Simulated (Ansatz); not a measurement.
# BCl2F (dichlorofluoroborane) at 6 levels

Wanted: a comparison of 6 runs (HF/STO-3G, UHF/STO-3G, UPBE0/STO-3G, MP2/STO-3G, CCSDT/STO-3G, UCCSD(T)/STO-3G) of BCl2F (dichlorofluoroborane). 

The calculation is run with Ansatz 0.2.0.

67 further runs of the same task are left out: 4 that didn't finish, 63 set aside as unsound or not needed.

### Step 1. The system as given

BCl2F has 4 atoms, charge 0, and is taken as a singlet. As SMILES, `FB(Cl)Cl`. The B2–F1 distance was set to 1.965 Å, away from the relaxed value.

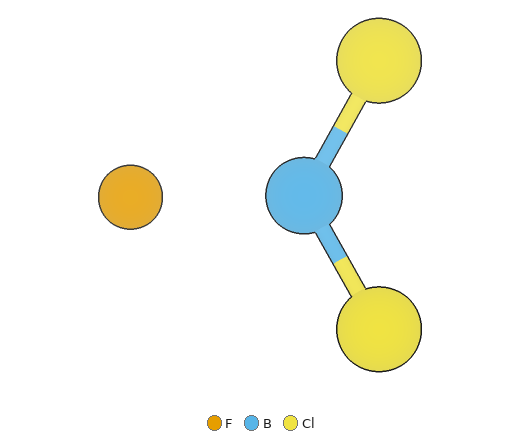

Viewed from a chosen angle; fluorine amber, boron blue, chlorine yellow.

### Step 2. The energy at HF/STO-3G (run 1)

File input.yaml:

```yaml
crystal:
  periodic: [false, false, false]
  atoms:
    - {symbol: F, position_ang: [0.167598, -1.707650, -1.144748]}
    - {symbol: B, position_ang: [0.007910, -0.080610, -0.054040]}
    - {symbol: Cl, position_ang: [-1.549540, 0.373780, 0.571420]}
    - {symbol: Cl, position_ang: [1.427260, 0.872140, 0.263810]}
basis:
  gaussian:
    orbitals: STO-3G
hamiltonian:
  xc: hf
accuracy: high
```

On the command line:

```bash
ansatz run input.yaml --threads 1 --pin off --max-ram 3480MiB --events-out events.jsonl --progress --plain --runs-dir runs
```

Standard output:

```text
Warning: RAYON_NUM_THREADS=1 ignored (pool sized by the plan → 1); use --threads N
Functional definition: HF
  name "HF"
  exchange = exact_x
  correlation = 0
516 factors; integrals over basis functions are off by at most 2.9e-8 eV
mean field evaluation 1: about -28061.5577 eV, gradient 3.5e1 eV
mean field evaluation 2: about -28061.5937 eV, gradient 3.5e1 eV
mean field evaluation 4: about -28068.9276 eV, gradient 4.3e0 eV
mean field evaluation 8: about -28069.1323 eV, gradient 9.4e-2 eV
mean field -28069.13236152 eV, -1031.5215883444 hartree, gradient 1.5e-8 eV, S^2 0.000000; 0 other end points of the search recorded, 0 dependent functions left out
reference -28069.13236152 eV, -1031.5215883444 hartree; 24, 24 occupied and 4, 4 virtual orbitals, 516 factors
Total energy: -28069.13236152 eV, -1031.5215883444 hartree
```

Run time: 0.2 s. Hardware: 1 thread of Arm Neoverse V1, shared host.

### Step 3. The energy at UHF/STO-3G (run 2)

input.yaml: that of step 2 with these lines changed.

```diff
@@ -10,2 +10,4 @@
     orbitals: STO-3G
+magnetization:
+  spin_polarized: true
 hamiltonian:
```

On the command line:

```bash
ansatz run input.yaml --threads 1 --pin off --max-ram 3480MiB --events-out events.jsonl --progress --plain --runs-dir runs
```

Standard output:

```text
Warning: RAYON_NUM_THREADS=1 ignored (pool sized by the plan → 1); use --threads N
[... 4 set-up lines as earlier in the session ...]
516 factors; integrals over basis functions are off by at most 2.9e-8 eV
mean field evaluation 1: about -28061.5577 eV, gradient 2.5e1 eV
mean field evaluation 2: about -28061.5937 eV, gradient 2.5e1 eV
mean field evaluation 4: about -28068.9276 eV, gradient 3.0e0 eV
mean field evaluation 8: about -28069.1323 eV, gradient 6.7e-2 eV
mean field evaluation 16: about -28069.1324 eV, gradient 1.8e-4 eV
mean field evaluation 32: about -28069.9280 eV, gradient 3.7e-2 eV
mean field evaluation 64: about -28069.1820 eV, gradient 2.2e0 eV
mean field evaluation 96: about -28069.9490 eV, gradient 1.1e-3 eV
mean field evaluation 128: about -28069.1324 eV, gradient 5.9e-6 eV
mean field -28069.91056673 eV, -1031.5501868587 hartree, gradient 1.8e-8 eV, S^2 0.587716; 5 other end points of the search recorded, 0 dependent functions left out
reference -28069.91056673 eV, -1031.5501868587 hartree; 24, 24 occupied and 4, 4 virtual orbitals, 516 factors
Total energy: -28069.91056673 eV, -1031.5501868587 hartree
```

Wall time 0.81 s (1 thread of Arm Neoverse V1, shared host).

Runs 3 to 5 aren't shown in full; the table further down has their settings and results.

### Step 4. The energy at UCCSD(T)/STO-3G (run 6)

File in.yaml:

```yaml
crystal:
  periodic: [false, false, false]
  atoms:
    - symbol: F
      position_ang: [0.167598, -1.707650, -1.144748]
    - symbol: B
      position_ang: [0.007910, -0.080610, -0.054040]
    - symbol: Cl
      position_ang: [-1.549540, 0.373780, 0.571420]
    - symbol: Cl
      position_ang: [1.427260, 0.872140, 0.263810]
basis:
  gaussian:
    orbitals: STO-3G
magnetization:
  spin_polarized: true
correlation:
  method: ccsd_t
  frozen_orbitals: {B: 1, Cl: 5, F: 1}
accuracy: high
scf:
  omitted_lower_state_checks: [cluster_reference, increment]
```

On the command line:

```bash
ansatz run in.yaml --threads 1 --pin off --max-ram 3480MiB --events-out events.jsonl --progress --plain --runs-dir runs
```

Standard output (excerpt; [...] marks lines left out):

```text
Warning: RAYON_NUM_THREADS=1 ignored (pool sized by the plan → 1); use --threads N
[... 2 set-up lines as earlier in the session ...]
[...]
516 factors; integrals over basis functions are off by at most 2.9e-8 eV
[...]
mean field -28069.91056673 eV, -1031.5501868587 hartree, gradient 1.8e-8 eV, S^2 0.587716; 8 other end points of the search recorded, 0 dependent functions left out
12 core orbitals not correlated: weight in the atoms' cores, before any rotation towards them, 1.000 or more for the frozen orbitals, at most 0.000 for the correlated occupied ones
reference -28069.91056673 eV, -1031.5501868587 hartree; 12, 12 occupied and 4, 4 virtual orbitals, 516 factors
second order -1.42506030 eV of doubles, -0.00000000 eV of singles
cycle   1  -1.66251920 eV  change   -2.4e-1 eV  update   8.4e-2
[...]
cycle  37  -2.84911648 eV  change    2.6e-9 eV  update   1.0e-9
perturbative correction -0.11567539 eV, -0.0042509921 hartree
Total energy: -28072.87535861 eV, -1031.6591409504 hartree
Checks for a lower state left out: cluster_reference, increment
```

Run time: 1.3 s. Hardware: 1 thread of Arm Neoverse V1, shared host.

### Step 5. The series

```csv
run,level,frozen core orbitals,energy (Eh),wall time
1,HF/STO-3G,–,-1031.521588,0.2 s
2,UHF/STO-3G,–,-1031.550187,0.81 s
3,UPBE0/STO-3G,–,-1032.918111,2.8 s
4,MP2/STO-3G,12,-1031.619530,0.24 s
5,CCSDT/STO-3G,12,-1031.661283,0.74 s
6,UCCSD(T)/STO-3G,12,-1031.659141,1.3 s
```

### Step 6. Results

```
                                           quantity           value
                                run 6: total energy  -1031.65914 Eh
run 6: correlation energy (12 core orbitals frozen)      -109.0 mEh
                              run 6: (T) correction       -4.25 mEh
           run 6: ⟨S²⟩ of the reference determinant           0.588
                               run 6: T1 diagnostic           0.062
```

In words: Below the UHF energy at the same shape and in the same basis (STO-3G): MP2 -69.3 mEh; CCSDT -111.1 mEh; UCCSD(T) -109.0 mEh. Some of these start from another determinant than that one, so these aren't their correlation energies. In runs 4, 5 the log says that unrestricted orbitals would lower the reference, so the values rest on an unstable closed-shell determinant (other closed-shell runs at this shape may share the fault). In runs 1, 2, 3, 4, 5, 6 the basis is minimal, so the values are rough. Spin contamination of the reference: run 2 ⟨S²⟩ = 0.59, run 6 ⟨S²⟩ = 0.59. All runs together took 6.2 s, the longest 2.8 s.
